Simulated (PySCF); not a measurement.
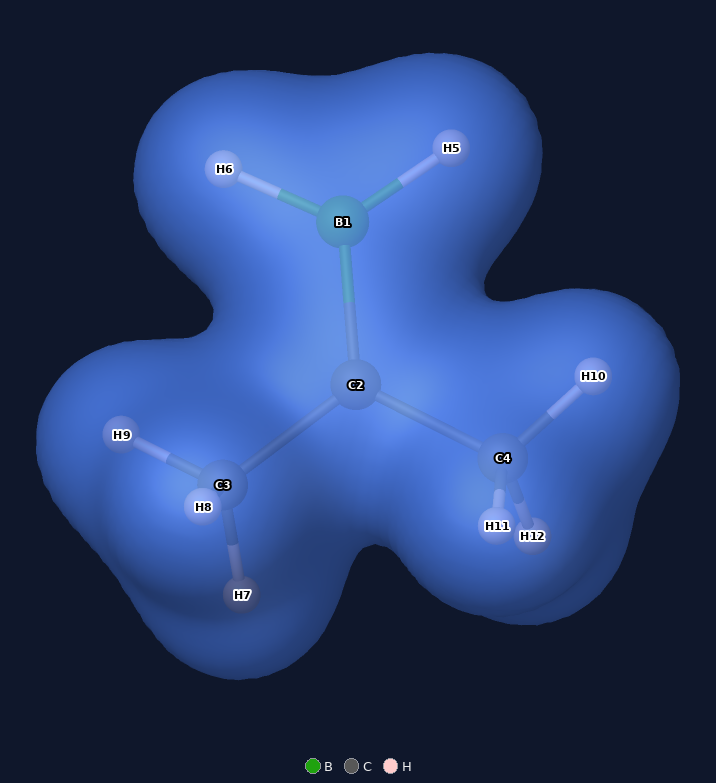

Figure. C$_{3}$H$_{8}$B (doublet). Isosurface of the total electron density at 0.1 e/Å³ (blue), seen at a tilt.

Geometry: GFN2-xTB.

Method: PySCF, UKS B3LYP, pcH-1 on B C H, non-relativistic, mean-field spin-orbit, GIAO.

```tsv
atom	x (Å)	y (Å)	z (Å)
B	-0.6966	1.5101	0.2793
C	-0.0706	0.1561	0.0289
C	-0.8752	-1.0851	-0.1393
C	1.4002	-0.0511	-0.0749
H	-0.0213	2.4639	0.3776
H	-1.8612	1.6085	0.3754
H	-0.5298	-1.6687	-0.9956
H	-0.7595	-1.7265	0.7398
H	-1.9322	-0.8631	-0.2571
H	1.9523	0.8165	0.2761
H	1.7176	-0.9348	0.4831
H	1.6774	-0.2264	-1.1193
```

**What does this surface tell about the bonding?**

At this value the surface is in one piece. It bridges the sampled C–C (1.49 Å), C–B (1.51 Å), C–H (1.09 Å) and B–H (1.17 Å) contacts, where the density stays above the isovalue. On the grid the lowest density along these lines, outside the cores, is 1.8 e/Å³ (C–C, 1.49 Å), 1.3 e/Å³ (C–B, 1.51 Å), 1.9 e/Å³ (C–H, 1.09 Å) and 1.3 e/Å³ (B–H, 1.17 Å).
